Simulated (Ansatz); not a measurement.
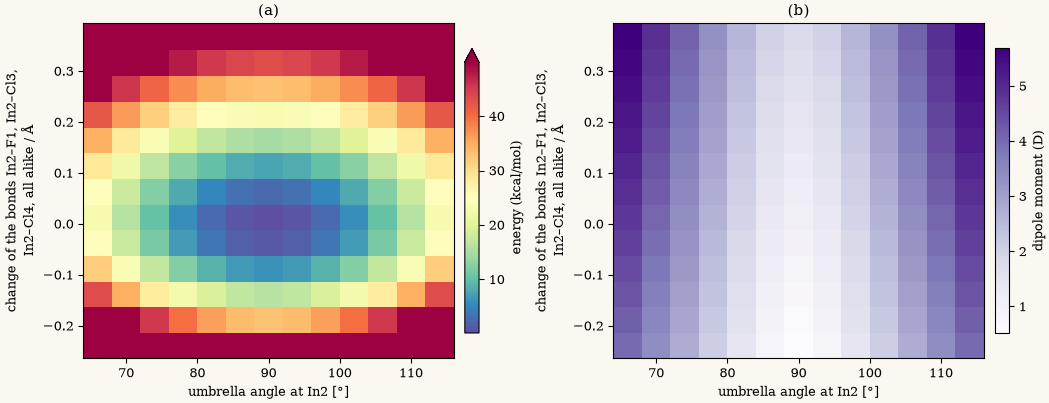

Cl2FIn, SMILES [F][In]([Cl])[Cl]. 
- The first coordinate is: umbrella angle at In2 (between each of its bonds and their common axis; 90 is planar); the second: change of the bonds In2–F1, In2–Cl3, In2–Cl4, all alike.
- Nothing is relaxed (all other coordinates rigid).
- The grid has 13 × 13 points; 91 points were computed and 78 follow by symmetry.
- Points are written as (first, second).
- Energies are in kcal/mol, from the relaxed molecule at the same level.
- These are results of RKS BHLYP-D4/def2-TZVP (Ansatz), not measurements.

Panel (a) is the energy and panel (b) the computed dipole moment on the same grid.

Drawn: one coloured cell a grid point, one colour for all values above the top of the scale.

**How does the dipole moment vary over the map, and what is it at the lowest grid point?**

Leaving out the highest fifth of the energies, it runs from 0.64 D at (90°, −0.187 Å) to 5.46 D at (66°, 0.267 Å). At the lowest grid point, (90°, 0.014 Å), it is 1.07 D.

| second ↓, first → | 66 | 70 | 74 | 78 | 82 | 86 | 90 | 94 | 98 | 102 | 106 | 110 | 114 |
| --- | --- | --- | --- | --- | --- | --- | --- | --- | --- | --- | --- | --- | --- |
| 0.368 | 5.68 | 4.91 | 4.11 | 3.32 | 2.59 | 2.01 | 1.77 | 2.01 | 2.59 | 3.32 | 4.11 | 4.91 | 5.68 |
| 0.317 | 5.57 | 4.80 | 4.02 | 3.23 | 2.50 | 1.91 | 1.67 | 1.91 | 2.50 | 3.23 | 4.02 | 4.80 | 5.57 |
| 0.267 | 5.46 | 4.70 | 3.92 | 3.14 | 2.41 | 1.82 | 1.57 | 1.82 | 2.41 | 3.14 | 3.92 | 4.70 | 5.46 |
| 0.216 | 5.34 | 4.59 | 3.81 | 3.04 | 2.31 | 1.72 | 1.47 | 1.72 | 2.31 | 3.04 | 3.81 | 4.59 | 5.34 |
| 0.166 | 5.21 | 4.47 | 3.71 | 2.94 | 2.22 | 1.63 | 1.37 | 1.63 | 2.22 | 2.94 | 3.71 | 4.47 | 5.21 |
| 0.115 | 5.07 | 4.34 | 3.59 | 2.84 | 2.13 | 1.53 | 1.27 | 1.53 | 2.13 | 2.84 | 3.59 | 4.34 | 5.07 |
| 0.065 | 4.93 | 4.22 | 3.48 | 2.74 | 2.03 | 1.44 | 1.17 | 1.44 | 2.03 | 2.74 | 3.48 | 4.22 | 4.93 |
| 0.014 | 4.79 | 4.08 | 3.36 | 2.64 | 1.94 | 1.34 | 1.07 | 1.34 | 1.94 | 2.64 | 3.36 | 4.08 | 4.79 |
| −0.036 | 4.64 | 3.95 | 3.24 | 2.53 | 1.84 | 1.25 | 0.97 | 1.25 | 1.84 | 2.53 | 3.24 | 3.95 | 4.64 |
| −0.087 | 4.48 | 3.81 | 3.12 | 2.42 | 1.75 | 1.15 | 0.86 | 1.15 | 1.75 | 2.42 | 3.12 | 3.81 | 4.48 |
| −0.137 | 4.33 | 3.67 | 3.00 | 2.32 | 1.65 | 1.05 | 0.75 | 1.05 | 1.65 | 2.32 | 3.00 | 3.67 | 4.33 |
| −0.187 | 4.17 | 3.53 | 2.88 | 2.21 | 1.56 | 0.96 | 0.64 | 0.96 | 1.56 | 2.21 | 2.88 | 3.53 | 4.17 |
| −0.238 | 4.02 | 3.40 | 2.76 | 2.11 | 1.47 | 0.86 | 0.52 | 0.86 | 1.47 | 2.11 | 2.76 | 3.40 | 4.02 |
